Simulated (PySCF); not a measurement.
# CoO2Cl: relaxation and vibrations of the quintet

Aim: relax CoO2Cl as a quintet from a T-shaped (ligand arrangement 1) start, check by its vibrations whether the end is a minimum, and collect its spectrum and constants.

Computed with PySCF 2.14.0. Level: PBE0, basis Co def2-TZVP, O def2-TZVP, Cl def2-TZVP, no relativity, density fitting.

## 1. Starting geometry

4 atoms, charge 0, spin multiplicity 5.

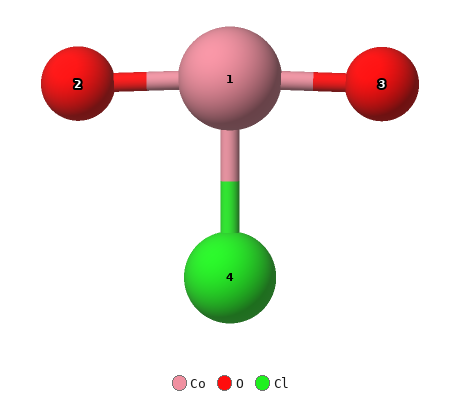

Start geometry, drawn with cobalt pink, oxygen red, chlorine green; atoms are numbered from 1 in the order of the file.

```xyz
4
charge 0 multiplicity 5
Co    0.0000    0.0000    0.0000
O     1.5990    0.0000    0.0558
O    -1.5990    0.0000    0.0558
Cl    0.0000    0.0000    2.1000
```

## 2. First SCF at the start

One driver script runs all steps and calls PySCF; scf.py shows how it sets up the SCF of each step. The optimiser is the driver's own. After this first run the driver tries any further starts and a stability analysis.

Contents of scf.py:

```python
from pyscf import gto, scf, dft
mol = gto.M(atom='''
Co     0.000000     0.000000     0.000000
O      1.599000     0.000000     0.055800
O     -1.599000     0.000000     0.055800
Cl     0.000000     0.000000     2.100000''',
    basis={'Co': 'def2-TZVP', 'O': 'def2-TZVP', 'Cl': 'def2-TZVP'},
    charge=0, spin=4)
mf = dft.UKS(mol, xc='PBE0')
mf.grids.atom_grid = (50, 194)
aux = {'Co': 'def2-universal-JKFIT', 'O': 'def2-universal-JKFIT', 'Cl': 'def2-universal-JKFIT'}
mf = mf.density_fit(auxbasis=aux)
mf.conv_tol = 1e-08
mf.diis_space = 10
mf.max_cycle = 60
mf.init_guess = 'minao'
mf.verbose = 4
mf.kernel()
```

The run is started by

```bash
OMP_NUM_THREADS=4 python axn.py task.json out
```

Log:

```text
init E= -1991.99706847185
[... the frontier-level lines of each cycle are left out ...]
cycle= 1 E= -1976.46716577215  delta_E= 15.5  |g|= 5.83  |ddm|= 18.7
cycle= 2 E= -1907.27362899114  delta_E= 69.2  |g|= 16.2  |ddm|= 21.5
cycle= 3 E= -1964.64040594329  delta_E= -57.4  |g|= 10.7  |ddm|= 8.14
cycle= 4 E= -1974.66025302773  delta_E=  -10  |g|= 8.55  |ddm|= 2.79
cycle= 5 E= -1978.63102705845  delta_E= -3.97  |g|= 7.04  |ddm|= 3.01
cycle= 6 E= -1984.04494503237  delta_E= -5.41  |g|= 5.52  |ddm|= 4.16
cycle= 7 E= -1986.86557610146  delta_E= -2.82  |g|= 4.32  |ddm|= 2.05
cycle= 8 E= -1992.00838137128  delta_E= -5.14  |g|= 1.85  |ddm|= 2.32
cycle= 9 E= -1992.36838087143  delta_E= -0.36  |g|= 1.26  |ddm|= 0.358
cycle= 10 E= -1992.73977051748  delta_E= -0.371  |g|= 0.367  |ddm|= 0.604
cycle= 11 E= -1992.77937815927  delta_E= -0.0396  |g|= 0.305  |ddm|= 0.343
cycle= 12 E= -1992.80041984021  delta_E= -0.021  |g|= 0.163  |ddm|= 0.112
cycle= 13 E= -1992.81302943603  delta_E= -0.0126  |g|= 0.087  |ddm|= 0.17
cycle= 14 E= -1992.8181720741  delta_E= -0.00514  |g|= 0.0344  |ddm|= 0.137
cycle= 15 E= -1992.81847072815  delta_E= -0.000299  |g|= 0.029  |ddm|= 0.0255
cycle= 16 E= -1992.81911979848  delta_E= -0.000649  |g|= 0.00513  |ddm|= 0.0503
cycle= 17 E= -1992.81918602438  delta_E= -6.62e-05  |g|= 0.00559  |ddm|= 0.0203
cycle= 18 E= -1992.81920500446  delta_E= -1.9e-05  |g|= 0.00234  |ddm|= 0.00663
cycle= 19 E= -1992.81921476988  delta_E= -9.77e-06  |g|= 0.00088  |ddm|= 0.00733
cycle= 20 E= -1992.81921595779  delta_E= -1.19e-06  |g|= 0.000959  |ddm|= 0.00208
cycle= 21 E= -1992.81921694565  delta_E= -9.88e-07  |g|= 0.000484  |ddm|= 0.00177
cycle= 22 E= -1992.81921732851  delta_E= -3.83e-07  |g|= 0.000353  |ddm|= 0.00131
cycle= 23 E= -1992.81921761334  delta_E= -2.85e-07  |g|= 7.61e-05  |ddm|= 0.00169
cycle= 24 E= -1992.81921763985  delta_E= -2.65e-08  |g|= 4.79e-05  |ddm|= 0.000541
cycle= 25 E= -1992.81921764139  delta_E= -1.54e-09  |g|= 1.41e-05  |ddm|= 8.73e-05
Extra cycle  E= -1992.81921764109  delta_E= 2.99e-10  |g|= 4.55e-05  |ddm|= 2.39e-05
converged SCF energy = -1992.81921764109  <S^2> = 6.0618339  2S+1 = 5.0246727
```

This step, with its further starts and checks, needed 29 s of wall time on 4 threads of Arm Neoverse V1, shared host.

Energies from each starting density:

```csv
start,energy (Eh)
the minimal-basis guess,-1992.819218
a thermally smeared density,-1992.819218
a smeared PBE density,-1992.819218
```

The test of internal stability and the other starts found no lower solution of this spin.

## 3. Relaxation: T-shaped (ligand arrangement 1) start, quintet

The program finds C2v symmetry in the start, which this walk keeps. The walk stops when the largest gradient is under 0.0003 Eh/bohr and the energy has settled too.

scf.py, as its differences from that of step 2:

```diff
@@ -3,4 +3,4 @@
-Co     0.000000     0.000000     0.000000
-O      1.599000     0.000000     0.055800
-O     -1.599000     0.000000     0.055800
-Cl     0.000000     0.000000     2.100000''',
+Co    -0.000000     0.000000    -0.597494
+O      1.599000     0.000000    -0.541694
+O     -1.599000     0.000000    -0.541694
+Cl     0.000000     0.000000     1.502506''',
@@ -16 +15,0 @@
-mf.init_guess = 'minao'
```

The optimiser's trace:

```csv
step,energy (Eh),change (kJ/mol),largest symmetric gradient (Eh/bohr)
0,-1992.819218,0.00,0.07763
1,-1992.834700,-40.65,0.01146
2,-1992.836335,-44.94,0.00924
3,-1992.837515,-48.04,0.00911
4,-1992.837983,-49.27,0.00845
5,-1992.838496,-50.61,0.00319
6,-1992.838573,-50.82,0.00117
7,-1992.838579,-50.83,0.00043
8,-1992.838580,-50.83,0.00011
```

The walk took 30 s.

Geometry (Å) and forces (eV/Å) at some steps:

```
step 0
Co   0.000   0.000  -0.597   0.000   0.000   0.627
O    1.599   0.000  -0.542   3.992   0.000  -0.660
O   -1.599   0.000  -0.542  -3.992   0.000  -0.660
Cl   0.000   0.000   1.503   0.000   0.000   0.693
step 1
Co   0.000   0.000  -0.574   0.000   0.000   0.590
O    1.687   0.000  -0.568   0.411   0.000  -0.462
O   -1.687   0.000  -0.568  -0.411   0.000  -0.462
Cl   0.000   0.000   1.532   0.000   0.000   0.335
step 4
Co   0.000   0.000  -0.492   0.000   0.000   0.135
O    1.699   0.000  -0.656  -0.434   0.000  -0.033
O   -1.699   0.000  -0.656   0.435   0.000  -0.033
Cl   0.000   0.000   1.626   0.000   0.000  -0.069
step 8
Co   0.000   0.000  -0.450   0.000   0.000   0.004
O    1.665   0.000  -0.694   0.002   0.000   0.000
O   -1.665   0.000  -0.694  -0.002   0.000   0.001
Cl   0.000   0.000   1.658   0.000   0.000  -0.005
```

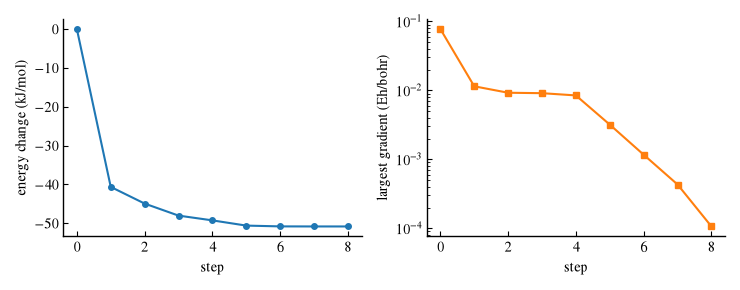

How energy and gradient fall.

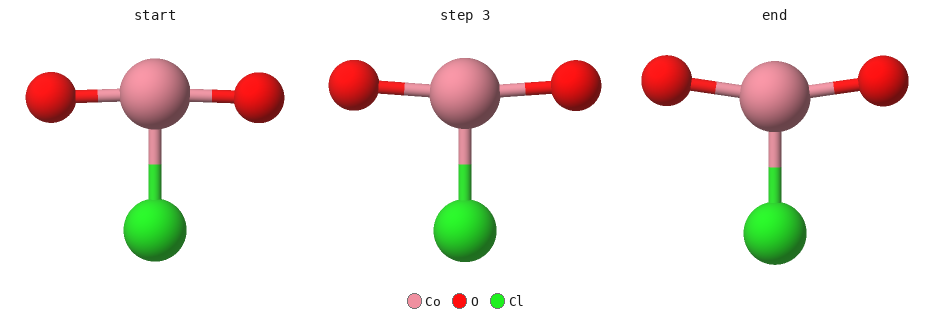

Start and end of the relaxation, with a step between.

End point (C2v, 8 steps, 50.8 kJ/mol gained): Co–Cl 2.108 Å, Co–O 1.683 Å (×2); Cl–Co–O 98.3° (×2), O–Co–O 163.3°.

## 4. Is it a minimum? Harmonic modes

On the finer grid the gradient is checked again; gradients at displacements of ±0.02 bohr then give force constants and infrared intensities.

scf.py, as its differences from that of step 3:

```diff
@@ -3,4 +3,4 @@
-Co    -0.000000     0.000000    -0.597494
-O      1.599000     0.000000    -0.541694
-O     -1.599000     0.000000    -0.541694
-Cl     0.000000     0.000000     1.502506''',
+Co    -0.000000     0.000000    -0.523572
+O      1.665493     0.000000    -0.767421
+O     -1.665493     0.000000    -0.767421
+Cl     0.000000     0.000000     1.584307''',
@@ -10 +10 @@
-mf.grids.atom_grid = (50, 194)
+mf.grids.atom_grid = (75, 302)
@@ -13 +13 @@
-mf.conv_tol = 1e-08
+mf.conv_tol = 1e-10
```

This SCF starts from the last density.

SCF at the final geometry:

```text
init E= -1992.83849128451
[... the frontier-level lines of each cycle are left out ...]
cycle= 1 E= -1992.83849128433  delta_E= 1.79e-10  |g|= 2.81e-05  |ddm|= 1.24e-05
cycle= 2 E= -1992.83849127954  delta_E= 4.79e-09  |g|= 0.000145  |ddm|= 5.28e-05
cycle= 3 E= -1992.83849128449  delta_E= -4.96e-09  |g|= 9.31e-06  |ddm|= 4.47e-05
cycle= 4 E= -1992.83849128452  delta_E= -2.73e-11  |g|= 2.3e-06  |ddm|= 6.18e-06
Extra cycle  E= -1992.8384912845  delta_E= 1.73e-11  |g|= 7.12e-06  |ddm|= 5.29e-06
converged SCF energy = -1992.8384912845  <S^2> = 6.0894222  2S+1 = 5.0356418
```

The whole step took 89 s.

Geometry: C2v; Co–Cl 2.108 Å, Co–O 1.683 Å (×2); Cl–Co–O 98.3° (×2), O–Co–O 163.3°.

Harmonic modes (main isotopes):

```
symmetry  ω (cm⁻¹)  IR (km/mol)  μ (u)     type
      b2      613i         14.8  23.64  stretch
      a1       165         21.0  18.93     bend
      b2       184          5.4  19.39     bend
      b1       186         13.8  22.71     bend
      a1       400         23.4  39.57  stretch
      a1       694          1.0  16.47  stretch
```

With 1 mode imaginary (up to 613i cm⁻¹) this point is a saddle.

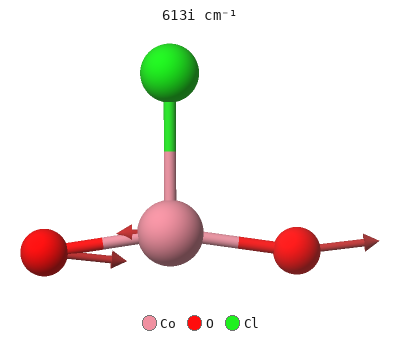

The imaginary mode, as arrows.

Properties at this point:

```
Dipole moment                                                   : 1.77 D
Highest occupied level                                          : -8.74 eV
Lowest empty level                                              : -6.03 eV
Rotational constants                                            : 0.19, 0.1373, 0.0797 cm⁻¹
Zero-point energy (real modes)                                  : 9.7 kJ/mol
Principal polarisabilities                                      : 24.2, 56.8, 61.5 bohr³
Atomisation energy without zero-point energy                    : 832 kJ/mol
Principal traceless quadrupole moments about the centre of mass : -8.65, 3.19, 5.47 D Å
Spin squared ⟨S²⟩                                               : 6.089
```

Charges (e) and bond orders:

```csv
atom,Mulliken,Löwdin,polar tensor,spin (Mulliken),Mayer order to Co1
Co1,0.81,0.08,0.81,1.96,–
"O2,3",-0.30,-0.12,-0.29,1.06,1.25
Cl4,-0.22,0.16,-0.23,-0.07,1.08
```

Mulliken populations on Co1: s 6.44, p 12.40, d 7.34, f 0.00.

## 5. Downhill along the imaginary mode

The atoms are moved a little along the softest imaginary mode and relaxed again.

The program finds Cs symmetry in the start, which this walk keeps.

scf.py, as its differences from that of step 4:

```diff
@@ -3,4 +3,4 @@
-Co    -0.000000     0.000000    -0.523572
-O      1.665493     0.000000    -0.767421
-O     -1.665493     0.000000    -0.767421
-Cl     0.000000     0.000000     1.584307''',
+Co     0.077942     0.000000    -0.523540
+O      1.546236     0.000000    -0.780724
+O     -1.784750    -0.000000    -0.754054
+Cl    -0.022260    -0.000000     1.584339''',
@@ -10 +10 @@
-mf.grids.atom_grid = (75, 302)
+mf.grids.atom_grid = (50, 194)
@@ -13 +13 @@
-mf.conv_tol = 1e-10
+mf.conv_tol = 1e-08
```

The optimiser's trace (not every step is listed):

```csv
step,energy (Eh),change (kJ/mol),largest symmetric gradient (Eh/bohr)
0,-1992.830361,0.00,0.12382
1,-1992.843156,-33.59,0.01818
2,-1992.845586,-39.97,0.01312
3,-1992.847314,-44.51,0.01997
4,-1992.848201,-46.84,0.01194
5,-1992.848642,-48.00,0.00226
6,-1992.849321,-49.78,0.00549
7,-1992.850868,-53.84,0.00228
8,-1992.850911,-53.95,0.00421
9,-1992.850970,-54.11,0.00515
10,-1992.851177,-54.65,0.00982
12,-1992.855295,-65.46,0.01751
14,-1992.863833,-87.88,0.01527
16,-1992.867479,-97.45,0.01306
18,-1992.868126,-99.15,0.01166
20,-1992.868751,-100.79,0.01285
22,-1992.869532,-102.84,0.00515
23,-1992.869692,-103.26,0.00203
24,-1992.869718,-103.33,0.00091
25,-1992.869729,-103.36,0.00043
26,-1992.869731,-103.36,0.00055
27,-1992.869731,-103.37,0.00003
```

The walk took 2.5 min.

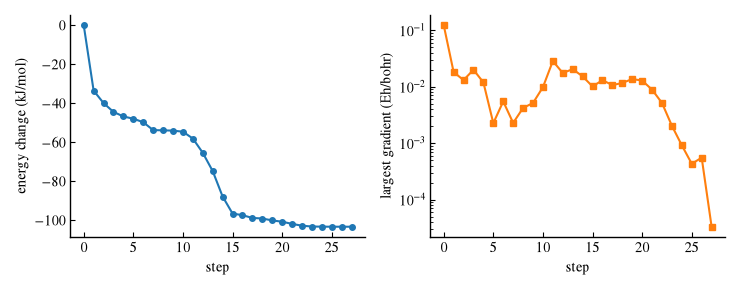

Energy and largest gradient along the walk.

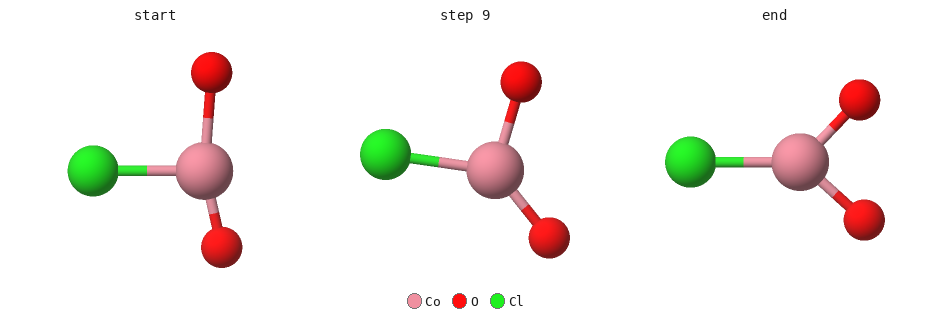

Start and end of the relaxation, with a step between.

End point (Cs, 27 steps, 103.4 kJ/mol gained): Co–Cl 2.079 Å, Co–O 1.639 Å (×2); Cl–Co–O 133.6°, Cl–Co–O 137.7°, O–Co–O 88.6°.

## 6. Hessian and properties

The same treatment as at the point before.

scf.py, as its differences from that of step 5:

```diff
@@ -3,4 +3,4 @@
-Co     0.077942     0.000000    -0.523540
-O      1.546236     0.000000    -0.780724
-O     -1.784750    -0.000000    -0.754054
-Cl    -0.022260    -0.000000     1.584339''',
+Co     0.007990     0.000000    -0.279223
+O      1.184728     0.000000    -1.419396
+O     -1.101624    -0.000000    -1.484820
+Cl    -0.051477    -0.000000     1.798978''',
@@ -10 +10 @@
-mf.grids.atom_grid = (50, 194)
+mf.grids.atom_grid = (75, 302)
@@ -13 +13 @@
-mf.conv_tol = 1e-08
+mf.conv_tol = 1e-10
```

SCF at the final geometry:

```text
init E= -1992.86954977343
[... the frontier-level lines of each cycle are left out ...]
cycle= 1 E= -1992.86954977226  delta_E= 1.17e-09  |g|= 6.5e-05  |ddm|= 3.12e-05
cycle= 2 E= -1992.8695497444  delta_E= 2.79e-08  |g|= 0.000337  |ddm|= 0.000132
cycle= 3 E= -1992.86954977255  delta_E= -2.81e-08  |g|= 5.33e-05  |ddm|= 0.000106
cycle= 4 E= -1992.86954977352  delta_E= -9.73e-10  |g|= 1.11e-06  |ddm|= 2.27e-05
cycle= 5 E= -1992.86954977352  delta_E= -9.09e-13  |g|= 6.58e-07  |ddm|= 1.26e-06
Extra cycle  E= -1992.86954977353  delta_E= -1.82e-12  |g|= 9.37e-07  |ddm|= 1.68e-06
converged SCF energy = -1992.86954977353  <S^2> = 6.0395049  2S+1 = 5.0157771
```

The whole step needed 2 min of wall time on 4 threads of Arm Neoverse V1, shared host.

Geometry: C2v; Co–Cl 2.079 Å, Co–O 1.639 Å (×2); Cl–Co–O 135.7° (×2), O–Co–O 88.5°.

Harmonic modes (main isotopes):

```json
{"symmetry": "b2", "ω (cm⁻¹)": "33", "IR (km/mol)": "6.5", "μ (u)": "23.98", "type": "bend"}
{"symmetry": "b1", "ω (cm⁻¹)": "137", "IR (km/mol)": "15.3", "μ (u)": "28.05", "type": "bend"}
{"symmetry": "a1", "ω (cm⁻¹)": "279", "IR (km/mol)": "0.2", "μ (u)": "17.34", "type": "bend"}
{"symmetry": "a1", "ω (cm⁻¹)": "436", "IR (km/mol)": "39.7", "μ (u)": "33.07", "type": "stretch"}
{"symmetry": "b2", "ω (cm⁻¹)": "593", "IR (km/mol)": "0.6", "μ (u)": "19.07", "type": "stretch"}
{"symmetry": "a1", "ω (cm⁻¹)": "891", "IR (km/mol)": "59.3", "μ (u)": "19.63", "type": "stretch"}
```

No imaginary mode, so this is a minimum.

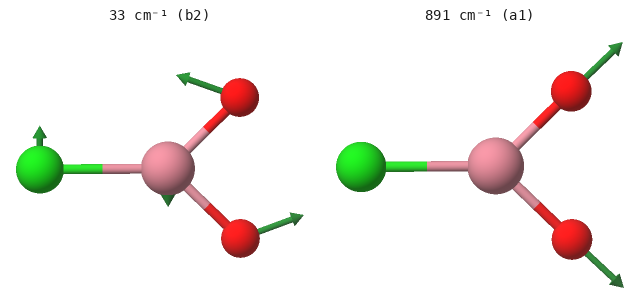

How the atoms move in 2 of the modes.

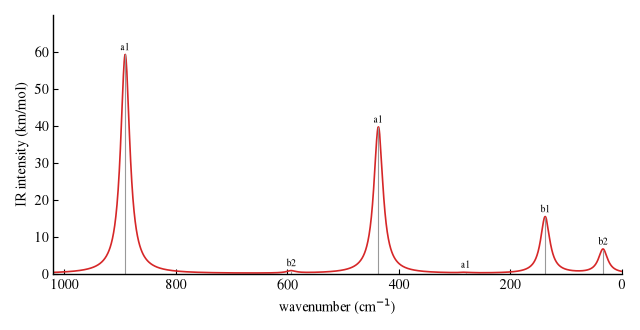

The harmonic infrared spectrum (widths in cm⁻¹). Lines are broadened to a width of 20 cm⁻¹ (Lorentzian).

Constants and moments:

```
Dipole moment                                                   : 0.41 D
Highest occupied level                                          : -9.64 eV
Lowest empty level                                              : -5.43 eV
Rotational constants                                            : 0.4029, 0.09094, 0.07419 cm⁻¹
Zero-point energy                                               : 14.2 kJ/mol
Principal polarisabilities                                      : 27.0, 46.4, 73.2 bohr³
Atomisation energy without zero-point energy                    : 914 kJ/mol
Principal traceless quadrupole moments about the centre of mass : -4.13, 0.92, 3.21 D Å
Entropy at 298.15 K and 1 bar (electronic part: spin only)      : 333.0 J/(mol K)
Heat capacity Cp at 298.15 K                                    : 69.1 J/(mol K)
Enthalpy at 298.15 K above 0 K                                  : 16.42 kJ/mol
Rotational symmetry number                                      : 2
Spin squared ⟨S²⟩                                               : 6.040
```

Charges (e) and bond orders:

| atom | Mulliken | Löwdin | polar tensor | spin (Mulliken) | Mayer order to Co1 |
| --- | --- | --- | --- | --- | --- |
| Co1 | 0.85 | -0.03 | 0.93 | 1.83 | – |
| O2,3 | -0.27 | -0.05 | -0.22 | 1.02 | 1.44 |
| Cl4 | -0.31 | 0.13 | -0.49 | 0.14 | 1.06 |

Mulliken populations on Co1: s 6.50, p 12.36, d 7.29, f 0.00.

## 7. All stationary points

| spin | group | bonds | imaginary modes (cm⁻¹) | ΔE (kJ/mol) | with zero-point energy |
| --- | --- | --- | --- | --- | --- |
| quintet | C2v | Co–Cl 2.079 Å, Co–O 1.639 Å (×2) | none | 0.0 | 0.0 |
| quintet | C2v | Co–Cl 2.108 Å, Co–O 1.683 Å (×2) | 613i | 81.5 | – |

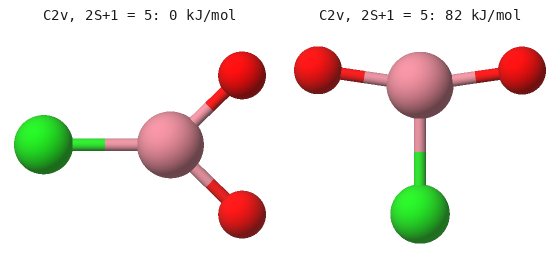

The points, lowest first (cobalt pink, oxygen red, chlorine green).

## 8. Summary of results

| quantity | value |
| --- | --- |
| minimum | quintet, C2v |
| geometry | Co–Cl 2.079 Å, Co–O 1.639 Å (×2); Cl–Co–O 135.7° (×2), O–Co–O 88.5° |
| wavenumbers (cm⁻¹) | 33 (b2), 137 (b1), 279 (a1), 436 (a1), 593 (b2), 891 (a1) |
| dipole moment | 0.41 D |
| highest occupied, lowest empty level (either spin) | -9.64, -5.43 eV |
| polar-tensor charge of Co1 | +0.93 e |
| zero-point energy | 14.2 kJ/mol |
| entropy at 298.15 K | 333.0 J/(mol K) |
| atomisation energy (no zero-point energy) | 914 kJ/mol |
| ⟨S²⟩ | 6.040 |

**Reading.** From C2v at the start the molecule goes to a C2v minimum, after a stop at a saddle point 81.5 kJ/mol higher, from which it was pushed off along an imaginary mode. The strongest infrared band lies at 891 cm⁻¹ (a1, stretch). Other starts or spin states, not run here, may lie lower. One determinant may miss the lowest occupation of an open d or f shell.

The search up to here took 7 min.
